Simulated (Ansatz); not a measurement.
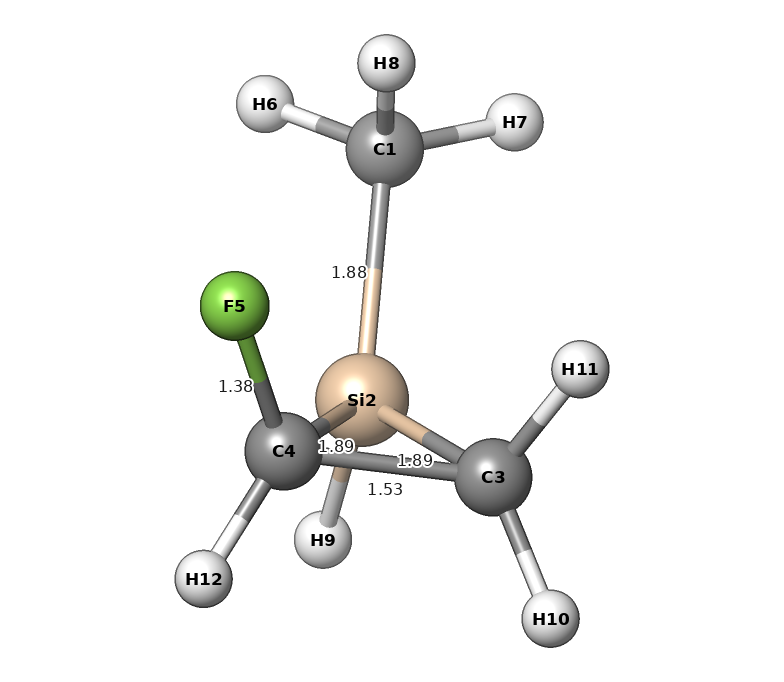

Bond lengths are marked in Å; every bond is drawn as one stick. The geometry was computed by an optimisation with PBE-D4/def2-SVP. No frequency run is at hand to confirm it as a minimum.

**Assign a bond order to each marked bond.**

C1–Si2 single; Si2–C3 single; Si2–C4 single; C3–C4 single; C4–F5 single.

**Give the structure as SMILES.**

C[Si@H]1C[C@H]1F
